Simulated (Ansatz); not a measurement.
# Si: pressure series

The reference is Si in the diamond structure (space group Fd-3m, No. 227).

```xyz
2
Lattice="0.0000 2.7220 2.7220 2.7220 0.0000 2.7220 2.7220 2.7220 0.0000" Properties=species:S:1:pos:R:3 pbc="T T T"
Si     2.7220     2.7220     2.7220
Si     4.0830     4.0830     4.0830
```

Cell and atoms are relaxed at each pressure.

All numbers come from r2SCAN (Ansatz, a program for electronic structure), no SOC, earlier PAW set.

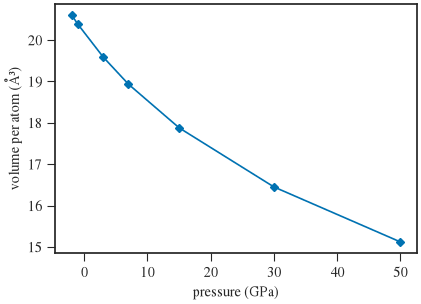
Figure. Volume against pressure

**Question.** Estimate the zero-pressure bulk modulus from the plot.

**Answer.** About 98 GPa; a third-order Birch–Murnaghan fit to the points gives V₀ = 20.17 Å³/atom, B₀ = 98 GPa and B₀′ = 3.9.

Measured bulk modulus of Si: 100.8 GPa (static lattice; corrected from measurement; as listed in Jianwei Sun et al., Physical Review B (2011)); the computed value is 3 % below it.

Between the base and pressure 7 GPa the gap moves from 0.78 eV to 0.66 eV, a mean slope of -17 meV/GPa.

Load acts through the strain it causes; cell and atoms are relaxed under it. Stability against distortions was not tested. Measured, Si leaves this structure (for the β-tin structure) near 12 GPa (room temperature; as listed in arXiv:1906.07825). A zero or small gap of Si under pressure 50 GPa can be the functional's error rather than a property of the material.
